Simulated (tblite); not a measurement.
Potential energy surface of H2B, doublet: map of symmetric stretch and bend. Scanned: B-H bond length and H-B-H angle.

Cartesian coordinates as functions of the variables (Å; names that start with a are angles):
```
B  0  0  0
H  r*sin(a/2)  0  r*cos(a/2)
H  -r*sin(a/2)  0  r*cos(a/2)
```

Level of theory: GFN2-xTB, 300 K electronic temperature run with tblite 0.5.0.

Energy in kJ/mol above the lowest grid point; x is the B-H bond length (Å), y the H-B-H angle (°).

| y \ x | 1.01 | 1.09 | 1.15 | 1.21 | 1.27 | 1.33 | 1.39 | 1.45 | 1.51 | 1.57 | 1.61 |
|---|---|---|---|---|---|---|---|---|---|---|---|
| 180 | 89.8 | 29.5 | 20.3 | 30.1 | 52.4 | 82.6 | 117.9 | 156.4 | 197.0 | 239.0 | 267.7 |
| 173 | 89.1 | — | 19.3 | 29.0 | 51.1 | 81.2 | 116.3 | 154.6 | 194.9 | 236.6 | 264.9 |
| 163 | 86.8 | 25.4 | 15.4 | 24.5 | 46.0 | 75.4 | 109.7 | 147.2 | 186.6 | 227.2 | 254.8 |
| 153 | 83.3 | 20.5 | 9.5 | 17.6 | 38.2 | 66.8 | 100.3 | 136.9 | 175.6 | 215.5 | 242.6 |
| 143 | 80.4 | 15.8 | 3.6 | 10.8 | 30.4 | 58.2 | 91.0 | 127.0 | 165.2 | 204.8 | 231.8 |
| 133 | 80.0 | 13.4 | 0.0 | 6.1 | 24.8 | 51.8 | 84.0 | 119.6 | 157.4 | 196.8 | 223.8 |
| 123 | 84.3 | 15.3 | 0.4 | 5.3 | 23.1 | 49.2 | 80.8 | 116.0 | 153.5 | 192.7 | 219.6 |
| 113 | 95.2 | 23.4 | 6.9 | 10.3 | 26.9 | 52.1 | 82.9 | 117.3 | 154.4 | 193.2 | 219.9 |
| 103 | 115.3 | 40.1 | 21.4 | 23.0 | 38.0 | 61.9 | 91.6 | 125.1 | 161.3 | 199.4 | 225.8 |
| 93 | 147.9 | 68.3 | 46.7 | 45.9 | 58.8 | 80.8 | 108.8 | 140.9 | 175.8 | 212.8 | 238.5 |
| 83 | 196.9 | 111.7 | 86.5 | 82.4 | 92.3 | 111.7 | 137.4 | 167.3 | 200.3 | 235.5 | 260.1 |
| 70 | 293.3 | 199.4 | 168.0 | 158.0 | 162.6 | 176.9 | 198.0 | 223.7 | 252.7 | 284.3 | 306.6 |

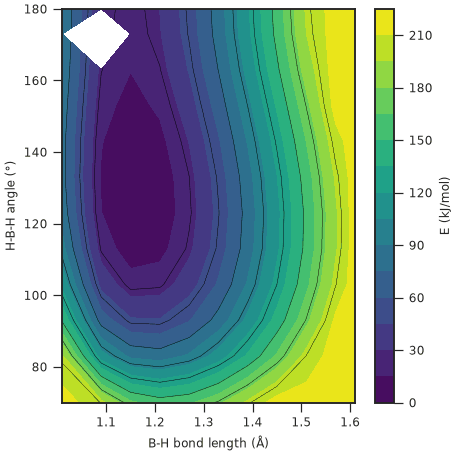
Fig. 1. Energy surface, cut off at 218 kJ/mol.

Points that lie below all their neighbours on the grid (none is named beside a point without a result): x = 1.15, y = 133 (0.0 kJ/mol).

A dash means that the run gave no value there, or that the column was ended at a point which the program doubted or which failed a test of continuity chosen for this set; such a test can also cut sound points.
